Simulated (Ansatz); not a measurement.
# What a change does: single-point calculation on CH₃BrClGaO

System: CH₃BrClGaO, SMILES C[O][Ga]([Cl])[Br].
Method of the first run: RKS PBE0-D4/def2-SVP (Ansatz 0.2.0).

Text and figures count atoms from 1; the logs count them from 0 in places.

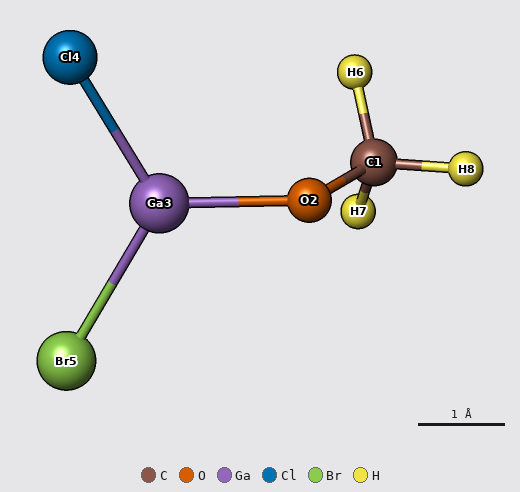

The input geometry (ball-and-stick view, seen at a tilt; atoms are numbered from 1 in the order of the input). Sticks mark near contacts. Bond lengths as drawn: Br–Ga 2.25 Å, Cl–Ga 2.14 Å, C–H 1.10 Å, C–O 1.40 Å and Ga–O 1.76 Å.

**The input, the first run**
```yaml
crystal:
  periodic: [false, false, false]
  atoms:
    - { symbol: C, position_ang: [-0.417128, -0.499238, 1.144922] }
    - { symbol: O, position_ang: [-0.220805, 0.634903, 0.339719] }
    - { symbol: Ga, position_ang: [1.337201, 1.172974, -0.280594] }
    - { symbol: Cl, position_ang: [2.501799, 2.532174, 0.884469] }
    - { symbol: Br, position_ang: [2.052146, 0.413334, -2.278945] }
    - { symbol: H, position_ang: [0.14557, -0.389549, 2.087531] }
    - { symbol: H, position_ang: [-0.094171, -1.439213, 0.662751] }
    - { symbol: H, position_ang: [-1.486471, -0.596818, 1.39831] }
basis:
  gaussian: { orbitals: def2-SVP }
hamiltonian:
  xc: pbe0
  dispersion: d4
output:
  forces: true
```

Launched with:
```bash
ansatz run input.yaml --threads 1 --pin off --max-ram 2560MiB --backend cpu --events-out ev --progress --plain --runs-dir out
```

Hardware: 1 thread of Arm Neoverse V2, 112 GiB of memory available, shared host.

**Output (the first run)**
```
Engine: ansatz 0.2.0, aarch64-unknown-linux-gnu
Functional definition: PBE0
  parameter a = 0.25
  parameter kappa = 0.804
  parameter beta = 0.06672455060314922
  exchange = (1 - a)*pbe_x(kappa = kappa, mu = beta*pi^2/3) + a*exact_x
  correlation = pbe_c(beta = beta)
1212 factors; integrals over basis functions are off by at most 1.1e-3 eV
mean field evaluation 1: about -138034.0879 eV, gradient 5.1e1 eV
mean field evaluation 2: about -138018.3260 eV, gradient 1.0e2 eV
mean field evaluation 4: about -138039.1386 eV, gradient 5.9e0 eV
mean field evaluation 8: about -138039.2663 eV, gradient 3.8e-1 eV
mean field evaluation 16: about -138039.2666 eV, gradient 4.9e-5 eV
mean field -138039.26656296 eV, -5072.8494798132 hartree, gradient 4.9e-5 eV, S^2 0.000000; 0 other end points of the search recorded, 0 dependent functions left out
the calculation of the forces begins
reference -138039.26659157 eV, -5072.8494808648 hartree; 50, 50 occupied and 75, 75 virtual orbitals, 1212 factors
Total energy: -138039.45215623 eV, -5072.8563002403 hartree
Atom 0 at    -0.417128    -0.499238     1.144922 Å, force     0.184016     0.221520     0.166002 eV/Å
Atom 1 at    -0.220805     0.634903     0.339719 Å, force    -0.289287    -0.157967    -0.050940 eV/Å
Atom 2 at     1.337201     1.172974    -0.280594 Å, force     0.116016     0.086860     0.122283 eV/Å
Atom 3 at     2.501799     2.532174     0.884469 Å, force    -0.037580    -0.040084    -0.107574 eV/Å
Atom 4 at     2.052146     0.413334    -2.278945 Å, force     0.090399     0.014598    -0.134356 eV/Å
Atom 5 at     0.145570    -0.389549     2.087531 Å, force    -0.077038    -0.190778     0.176411 eV/Å
Atom 6 at    -0.094171    -1.439213     0.662751 Å, force    -0.034343    -0.006459    -0.084668 eV/Å
Atom 7 at    -1.486471    -0.596818     1.398310 Å, force     0.047818     0.072310    -0.087158 eV/Å
Dipole moment:    -0.067325    -0.266374     0.119725 e Å
```

The input of the second run differs as follows (lines with − go, lines with + come):
```diff
-    - { symbol: Ga, position_ang: [1.337201, 1.172974, -0.280594] }
-    - { symbol: Cl, position_ang: [2.501799, 2.532174, 0.884469] }
-    - { symbol: Br, position_ang: [2.052146, 0.413334, -2.278945] }
+    - { symbol: Ga, position_ang: [1.051137, 0.806702, -0.866241] }
+    - { symbol: Cl, position_ang: [2.421728, -0.804246, -1.161889] }
+    - { symbol: Br, position_ang: [1.193405, 2.715567, -2.056872] }
```

How does the second run compare with the first run?

With the same method and basis, the second run lies 3.9 kcal/mol lower. The largest force goes from 0.334 to 0.170 eV/Å.

**Output (the second run)**
```
Engine: ansatz 0.2.0, aarch64-unknown-linux-gnu
Functional definition: PBE0
  parameter a = 0.25
  parameter kappa = 0.804
  parameter beta = 0.06672455060314922
  exchange = (1 - a)*pbe_x(kappa = kappa, mu = beta*pi^2/3) + a*exact_x
  correlation = pbe_c(beta = beta)
1212 factors; integrals over basis functions are off by at most 1.2e-3 eV
mean field evaluation 1: about -138034.2615 eV, gradient 5.1e1 eV
mean field evaluation 2: about -138013.4546 eV, gradient 1.1e2 eV
mean field evaluation 4: about -138039.2901 eV, gradient 6.6e0 eV
mean field evaluation 8: about -138039.4332 eV, gradient 4.1e-1 eV
mean field evaluation 16: about -138039.4335 eV, gradient 6.9e-5 eV
mean field -138039.43352903 eV, -5072.8556157034 hartree, gradient 1.2e-5 eV, S^2 0.000000; 0 other end points of the search recorded, 0 dependent functions left out
the calculation of the forces begins
reference -138039.43355749 eV, -5072.8556167490 hartree; 50, 50 occupied and 75, 75 virtual orbitals, 1212 factors
Total energy: -138039.62094421 eV, -5072.8625030841 hartree
Atom 0 at    -0.417128    -0.499238     1.144922 Å, force     0.145573     0.042646     0.065344 eV/Å
Atom 1 at    -0.220805     0.634903     0.339719 Å, force    -0.154210    -0.011173    -0.071640 eV/Å
Atom 2 at     1.051137     0.806702    -0.866241 Å, force     0.022496    -0.007947     0.006468 eV/Å
Atom 3 at     2.421728    -0.804246    -1.161889 Å, force    -0.010946    -0.000940    -0.014727 eV/Å
Atom 4 at     1.193405     2.715567    -2.056872 Å, force    -0.001088    -0.000561     0.001980 eV/Å
Atom 5 at     0.145570    -0.389549     2.087531 Å, force    -0.033001    -0.106750     0.075329 eV/Å
Atom 6 at    -0.094171    -1.439213     0.662751 Å, force     0.007250     0.006936     0.009204 eV/Å
Atom 7 at    -1.486471    -0.596818     1.398310 Å, force     0.023926     0.077789    -0.071958 eV/Å
Dipole moment:    -0.092009    -0.172952     0.176912 e Å
```

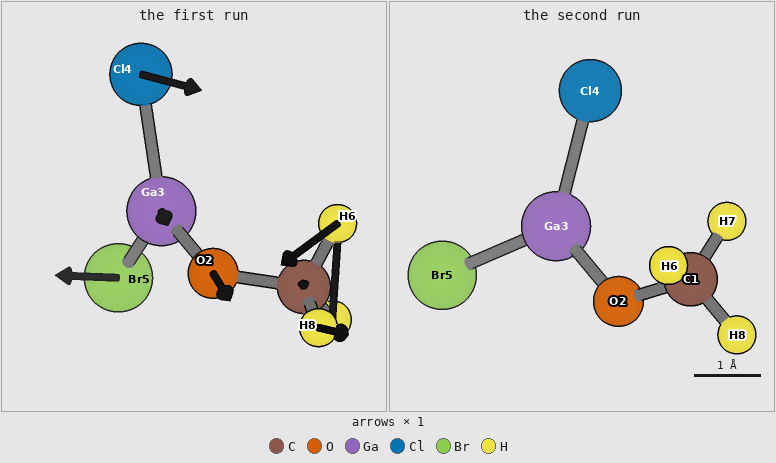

The two input geometries at one scale (ball-and-stick view, seen at a tilt). The black arrows on the first give the shifts of the atoms after the best rigid fit, at true length. H7 moves most after the best rigid fit: 1.63 Å. Largest moves by element: H 1.63 Å, Cl 1.11 Å, Br 1.06 Å, O 0.78 Å, Ga 0.37 Å, C 0.16 Å.

**The two runs side by side**

| quantity | the first run | the second run |
| --- | --- | --- |
| outcome | converged | converged |
| total energy (hartree) | −5072.856300 | −5072.862503 |
| largest force (eV/Å) | 0.334 | 0.170 |
| basis functions | 125 | 125 |
| wall time (shared host) | 8.6 s | 8.3 s |
